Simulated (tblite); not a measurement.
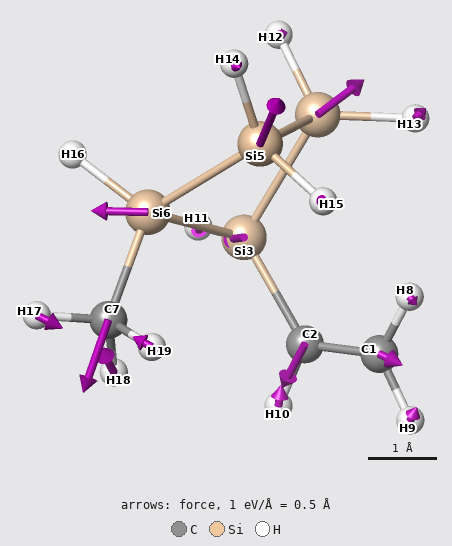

Starting geometry of C3H12Si4 with the computed forces as purple arrows. A ball-and-stick model, seen at a tilt.

The calculation used tblite, GFN2-xTB geometry optimisation, gas phase. 

> What follows when this structure is relaxed?

It isn't relaxed: the largest force vector, on a Si atom, is 2.82 eV/Å. The final displacements have little in common with the starting forces (cosine between the two patterns 0.12). The largest move after the best rigid fit is that of an H atom, 1.35 Å. By element the largest moves are H 1.35 Å, Si 0.62 Å, C 0.47 Å. Some distances before and after: Si–Si 2.213 → 2.366 Å, Si–Si 2.250 → 2.381 Å, Si–Si 2.226 → 2.355 Å, C–Si 1.837 → 1.906 Å. Bond angles that change, for instance: H–Si–H 114.3° → 102.6°, C–Si–H 114.9° → 104.0°, H–Si–H 112.0° → 102.4°. Groups turn about C–Si by about 45°, Si–Si by about 30°, Si–Si by about 25°. Over 139 geometry steps the energy falls by 25.5 kcal/mol.
